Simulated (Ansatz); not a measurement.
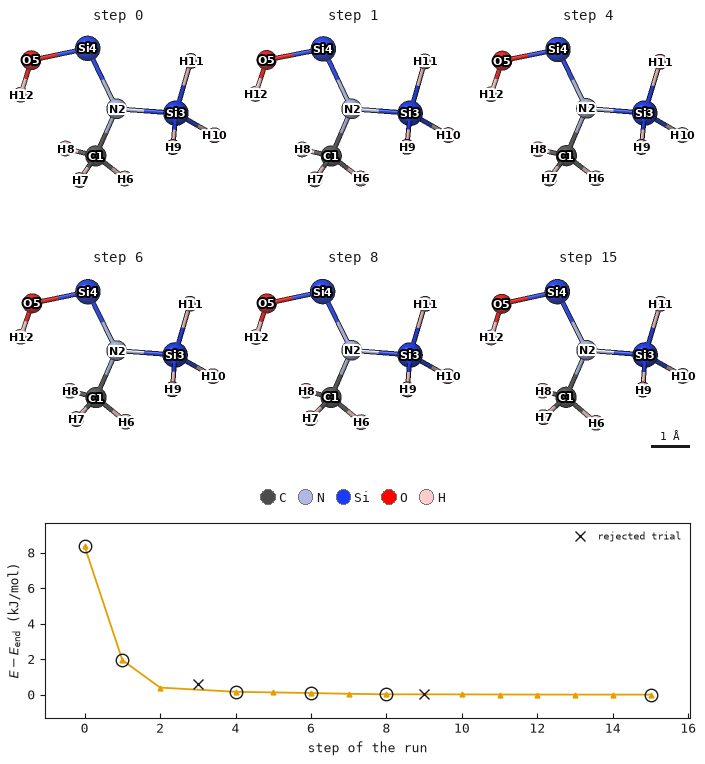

Frames of a relaxation of CH$_{7}$NOSi$_{2}$, marked on the history of the run. The picture is a ball-and-stick view, seen at a tilt.

The start comes from PBE-D4/def2-SVP.

These are results of Ansatz 0.2.0, RKS PBE0-D4/def2-TZVP, not measurements.

Input file:
```yaml
crystal:
  periodic: [false, false, false]
  atoms:
    - {symbol: C, position_ang: [-1.087206, 0.244505, 0.411615]}
    - {symbol: N, position_ang: [0.205959, -0.098316, -0.180543]}
    - {symbol: Si, position_ang: [1.550123, -0.334003, 0.952793]}
    - {symbol: Si, position_ang: [0.555226, -0.268686, -1.917429]}
    - {symbol: O, position_ang: [-0.906423, 0.145667, -2.655579]}
    - {symbol: H, position_ang: [-1.313975, -0.385551, 1.300113]}
    - {symbol: H, position_ang: [-1.138971, 1.307855, 0.737378]}
    - {symbol: H, position_ang: [-1.918451, 0.072002, -0.307251]}
    - {symbol: H, position_ang: [1.825822, 0.926085, 1.733449]}
    - {symbol: H, position_ang: [1.210753, -1.419727, 1.941820]}
    - {symbol: H, position_ang: [2.756777, -0.711748, 0.144862]}
    - {symbol: H, position_ang: [-1.662733, 0.466715, -2.127228]}
basis:
  gaussian: {orbitals: def2-TZVP}
hamiltonian: {xc: pbe0, dispersion: d4}
relax: {f_tol: 0.005, max_steps: 150}
```

Run as
```bash
ansatz run in.yaml --threads 4 --pin off --events-out ev --progress --plain --max-ram 10444MiB
```

> What happens along the run?

After 13 accepted moves (15 points after the start) the energy has fallen by 8.35 kJ/mol. The largest force component goes from 1 to 0.0012 eV/Å. The line search rejected the trial steps at points 3, 9 of the run. The forces were under the threshold at step 10, but the run went on from there. The largest move after the best rigid fit is that of H8, 0.24 Å. By element the largest moves are H 0.24 Å, O 0.08 Å, Si 0.05 Å, C 0.02 Å, N 0.01 Å. Near-neighbour distances that change, for instance: N2–Si4 1.780 → 1.739 Å, Si4–O5 1.689 → 1.654 Å, N2–Si3 1.774 → 1.742 Å, Si3–H10 1.507 → 1.489 Å. From step 0 to 1: H8 moves most (0.05 Å), energy −6.41 kJ/mol. From step 1 to 4: H6 moves most (0.03 Å), energy −1.79 kJ/mol. From step 4 to 6: H7 moves most (0.09 Å), energy −0.07 kJ/mol. From step 6 to 8: H8 moves most (0.04 Å), energy −0.07 kJ/mol. From step 8 to 15: H7 moves most (0.06 Å), energy −0.02 kJ/mol.
